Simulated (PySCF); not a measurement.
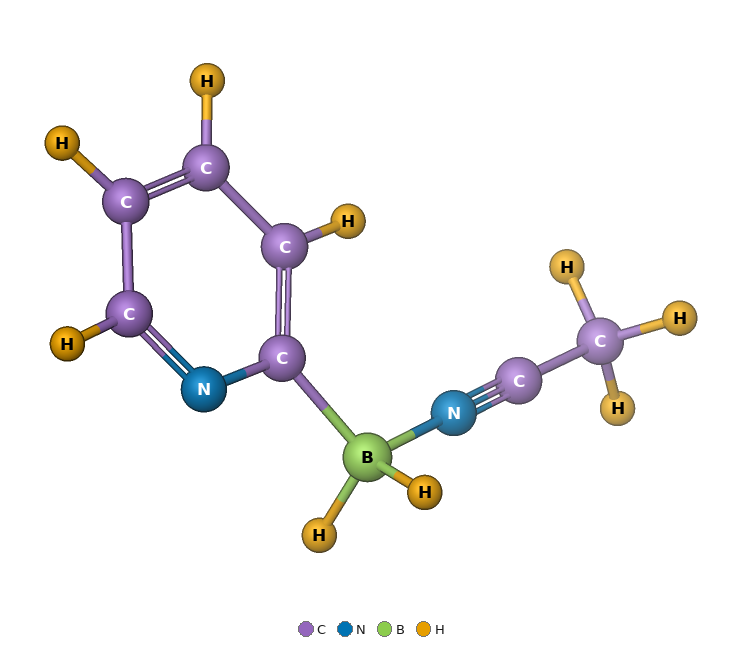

Orthographic view. Depth is shown by fading: the farther an atom, the more it takes the colour of the background. Computed geometry: PBE0-D3(BJ)/def2-SVP optimisation. No frequency run is at hand to confirm it as a minimum.

Q: Give the standard InChI.

A: InChI=1S/C7H9BN2/c1-2-10-8-7-5-3-4-6-9-7/h3-6H,8H2,1H3
